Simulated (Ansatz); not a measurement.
**Amorphous C52Si6B6**

A CHGNet melt-quench gave the starting glass, which DFT then relaxed. The hot cell started wider than the set density and was brought back towards it in steps. It is the lowest in DFT energy of 2 quenches. It is a model cell: composition and starting density were chosen by hand, and all elements were melted together. No dispersion term was used.

Calculation: PBE, scalar-relativistic without spin-orbit coupling (plane waves to 420 eV, PAW; Ansatz, a program for electronic structure). Geometry, pressure, stress and energy are those of the PBE run. Its sampling: a 2×2×2 Γ-centred mesh; Fermi-Dirac width 0.05 eV; no spin polarisation. The levels at the Fermi energy are partly filled. A closed spacing in one fast-quenched cell at PBE doesn't show the material to be a metal.

- Number of atoms in the cell = 64
- Density (held, not predicted) = 2.20 g/cm³
- Volume per atom = 10.12 Å³
- Pressure on a 2×2×2 Γ-centred mesh = 3.42 GPa
- Largest force and stress component on that mesh (the relaxation ran on one k-point at (1/4, 1/4, 1/4)) = 0.32 eV/Å and 3.9 GPa
- Gap on a 2×2×2 Γ-centred mesh (PBE) = within the smearing (under twice its width)

Cut-offs for bonds: C-C 1.72 Å, C-Si 2.28 Å, C-B 1.92 Å, Si-Si 2.74 Å, Si-B 2.40 Å, B-B 2.04 Å.

The mean coordination of C comes out as 3.17 (2 with 2, 39 with 3, 11 with 4), the mean coordination of Si comes out as 4.67 (3 with 4, 2 with 5, 1 with 6) and the mean coordination of B is 3.83 (2 with 3, 3 with 4, 1 with 5). The mean C-C bond is 1.438 Å (spread 0.052 Å, 64 counted) and the mean C-Si bond is 1.938 Å (spread 0.090 Å, 20 counted).

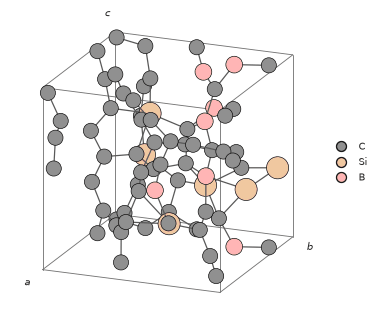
Figure. The relaxed cell

Its density started from a set value of 2.20 g/cm³. The quench (nominally 660 K/ps over its main leg) was far faster than any real one, so the model tends to hold more defects than a real film. Values belong to this one cell and scatter from quench to quench. The volume was held where the preparation left it, at a PBE pressure of 3.4 GPa. Stress components on the final sampling reach 3.9 GPa. On a 2×2×2 Γ-centred mesh force components of up to 0.32 eV/Å stay, since the relaxation ran on one k-point at (1/4, 1/4, 1/4).
